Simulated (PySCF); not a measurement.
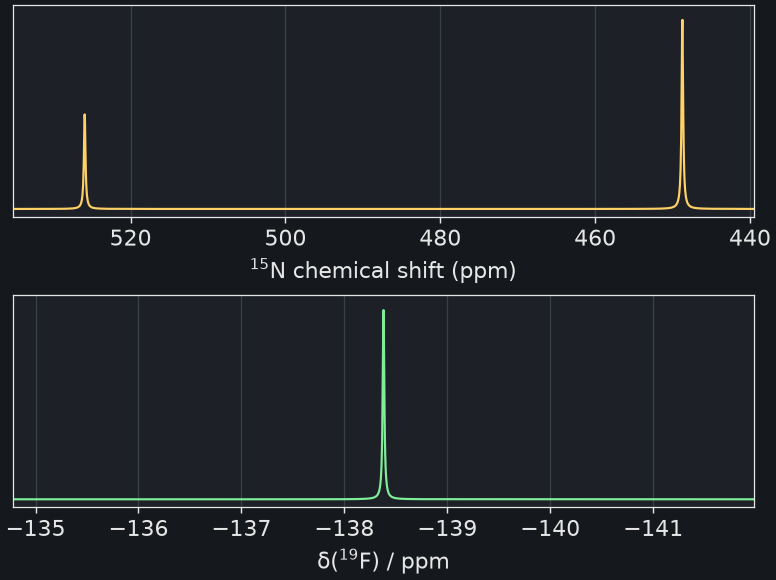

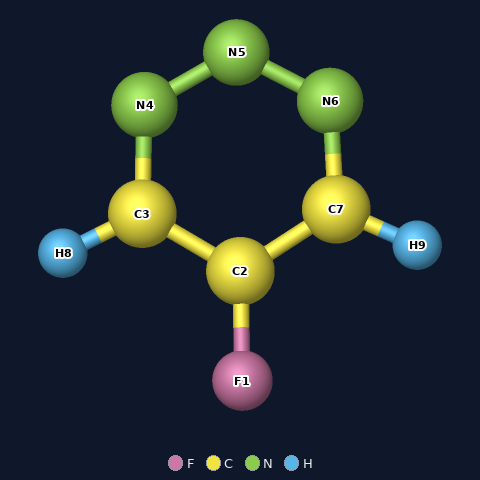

Spectrum and numbered structure of C₃H₂FN₃, SMILES Fc1cnnnc1. GIAO shifts, PBE0/pcSseg-1, PySCF, at a GFN2-xTB geometry (no frequency check), against NH₃ for ¹⁵N and CFCl₃ for ¹⁹F computed at the same level (¹⁵N: a single molecule, while the usual scales start at liquid NH₃ or nitromethane; multiply bonded nitrogen can come out tens of ppm too deshielded; ¹⁹F: this reference is a hard case for the method, so all values can be off together by tens of ppm, and differences between signals are safer). Gas phase, fully decoupled, line heights follow the number of nuclei, widths are arbitrary (no quadrupolar broadening); values of one conformer, averaged over methyl-type rotors and exact or near symmetry.

Assign the ¹⁵N signals to the numbered atoms.

Answer.
```csv
δ (ppm),nuclei,atoms
525.9,1,N5
448.7,2,"N4, N6"
```

Where does the ¹⁹F line lie?

Answer. At −138.4 ppm (F1).

Caveats: the tight-binding geometry is rougher than a DFT one and adds to the error.
